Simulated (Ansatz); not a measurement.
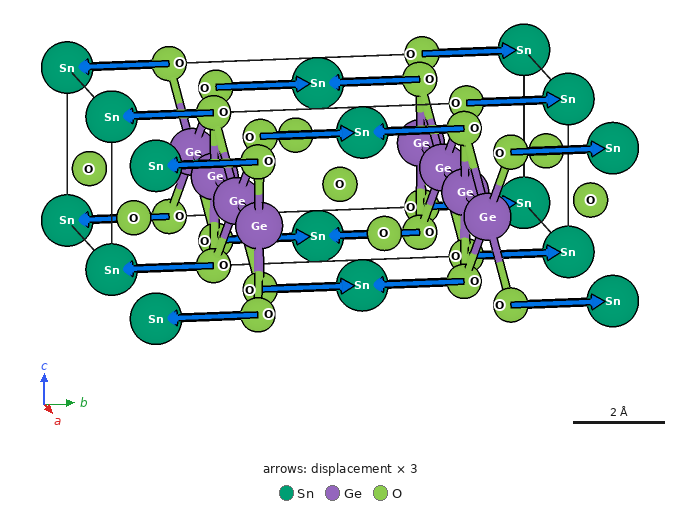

This is a relaxation of crystalline SnGe2O3 (built on the LaAl2Cu3-65 type type). The starting structure is drawn; blue arrows show the displacements (the part carried along by the change of the cell is left out), 3 times their true length.

A ball-and-stick model of the conventional cell (2 times the calculation's cell), repeated 2 × 1 × 1 with one cell outlined, seen slightly off an axis. Lengths and directions refer to the drawn axes.

The calculation used DFT, r2SCAN+rVV10, plane waves, PAW in Ansatz.

The input:
```yaml
crystal:
  lattice:
    - [2.6560797324, -5.1113738848, 0.0]
    - [2.6560797324, 5.1113738848, 0.0]
    - [0.0, 0.0, 3.438791555]
  atoms:
    - { symbol: Sn, position: [0.0, 0.0, 0.0] }
    - { symbol: Ge, position: [0.5, 0.0, 0.5] }
    - { symbol: Ge, position: [0.0, 0.5, 0.5] }
    - { symbol: O, position: [0.7769127077, 0.2230872923, 0.0] }
    - { symbol: O, position: [0.2230872923, 0.7769127077, 0.0] }
    - { symbol: O, position: [0.5, 0.5, 0.5] }
kpoints:
  mp_grid: { grid: [6, 6, 6] }
hamiltonian:
  xc: r2scan
  dispersion: rvv10
scf:
  occupations: { method: fermi_dirac, width: 0.03 }
relax:
  f_tol: 0.01
  cell: {}
  max_steps: 120
```

Launched with:
```bash
ansatz run input.yaml --threads 2 --pin off --max-ram 2211MiB --backend cpu --events-out ev --progress --plain --runs-dir out
```

**Describe the change and its energy.**

The largest moves relative to the cell, 0.71 Å, are those of O4 and O5. O4 goes along −b. Sn and Ge stay in place. The volume changes by +0.7 %, with a 5.312 → 4.445 Å (−16.3 %), b 10.223 → 13.557 Å (+32.6 %), c 3.439 → 3.121 Å (−9.3 %). Near-neighbour distances that change, for instance: Ge2–Ge3 2.656 → 2.223 Å, Sn1–O4 2.281 → 2.312 Å, Ge2–O4 2.190 → 2.198 Å. Among the angles between lasting bonds that change: Ge2–O4–Ge3 165.6° → 121.3°, Sn1–O4–Ge2 97.2° → 119.4°, Ge2–O4–Ge3 74.7° → 60.7°. The space group stays Cmmm (No. 65). After 16 accepted moves (19 points after the start) the energy has fallen by 0.900 eV per cell of the calculation. The largest force component goes from 0.068 to 0.00025 eV/Å. The pressure goes from 0.14 to −0.01 GPa. The line search rejected the trial step at point 12 of the run. The SCF was repeated twice at an unchanged geometry on a basis and grid sized afresh for the cell, which shifted the energy by 0.106 eV per cell of the calculation at most. Cost: 4.5 min on 2 threads of Arm Neoverse V2 (shared host), peak memory 0.98 GiB.
